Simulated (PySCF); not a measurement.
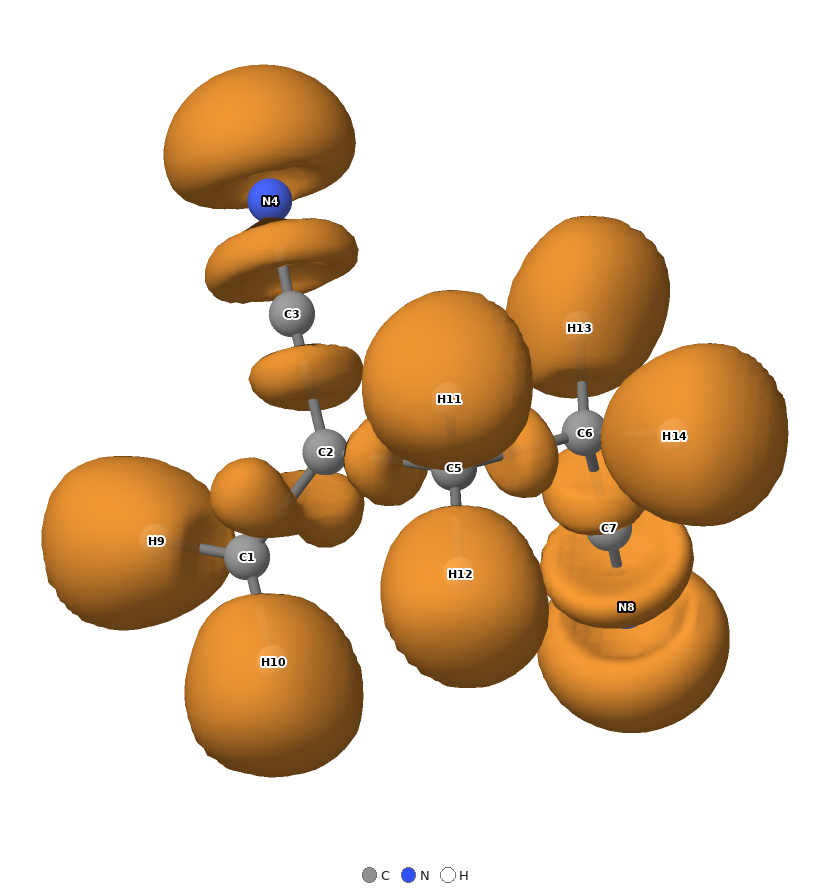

The picture shows: C₆H₆N₂. Isosurface of the electron localisation function at 0.8 (orange), seen at a tilt. Core shells and regions of very low density are left out.

Geometry: PBE0-D3(BJ)/ma-def2-SVP.

Theory: PySCF, DFT single point, gas phase, functional wB97X.

The calculation's input:

```
{"job": {"kind": "sp", "xc": "wB97X", "basis": "ma-def2-SVP", "d3": "d3bj", "grid": 2}, "charge": 0, "multiplicity": 1}
C     -1.750833    -0.986006    -0.013488
C     -0.995762     0.108382     0.161460
C     -1.402924     1.365830    -0.401512
N     -1.681411     2.405194    -0.834042
C      0.318862     0.122121     0.897905
C      1.517114     0.365625    -0.031867
C      1.704163    -0.722614    -0.984437
N      1.831149    -1.610667    -1.715128
H     -2.688523    -0.949378    -0.570777
H     -1.436900    -1.947453     0.398980
H      0.308659     0.921010     1.656048
H      0.444903    -0.833116     1.427026
H      1.391086     1.307750    -0.590755
H      2.439481     0.468908     0.560793
```

Launched as:

```sh
OMP_NUM_THREADS=1 python redox_run.py task.json out
```

What do the ELF domains correspond to?

Answer. The ELF exceeds this value in five regions between bonded C–C atoms (shared pairs), two regions between bonded C–N atoms (shared pairs), six regions around hydrogen nuclei and two lobes on N, pointing away from the bonds (lone pairs). Along the contacts the grid gives the following. C–N (1.16 Å): the ELF peaks at about 0.85 between the atoms: a short, multiple covalent bond. C–C (1.34 Å): the ELF peaks at about 0.95 between the atoms: a short, multiple covalent bond.
